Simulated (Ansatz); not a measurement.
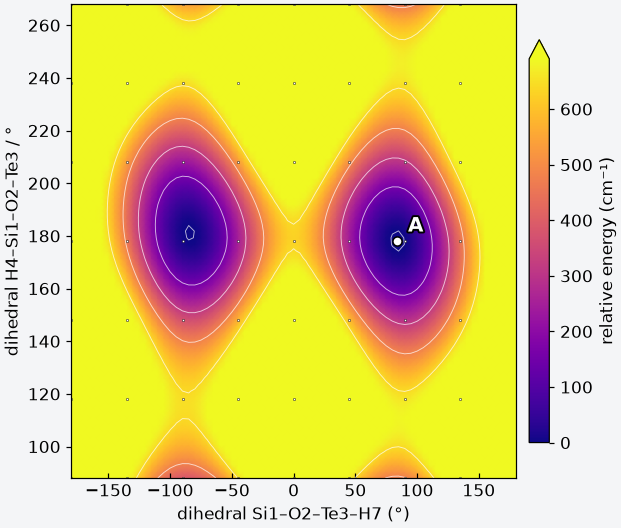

H4OSiTe, SMILES [SiH3]O[TeH]. First axis: dihedral Si1–O2–Te3–H7. Second axis: dihedral H4–Si1–O2–Te3. Nothing is relaxed (all other coordinates rigid). Grid: 8 × 7 points. Energies are in cm⁻¹, from the lowest grid point. These are results of Ansatz 0.2.0, RHF-MP2, frozen core/def2-TZVP, not measurements.

In the figure: a smooth colour map with a few white contour lines, dots at the grid points, one colour for all values above the top of the scale, the well A. Between grid points the surface is interpolated.

Question: Estimate the position of the minimum and the force constants in these coordinates. Take the well at A.

Answer: The interpolated minimum is at dihedral Si1–O2–Te3–H7 ≈ 84°, dihedral H4–Si1–O2–Te3 ≈ 178°. The curvatures there are about 0.17 eV/rad² and 0.38 eV/rad², with a cross term of about 0.031 eV/rad². Round the minimum the two coordinates are weakly coupled (coupling 0.12 in units of the two stiffnesses). (1 eV is 8066 cm⁻¹.)
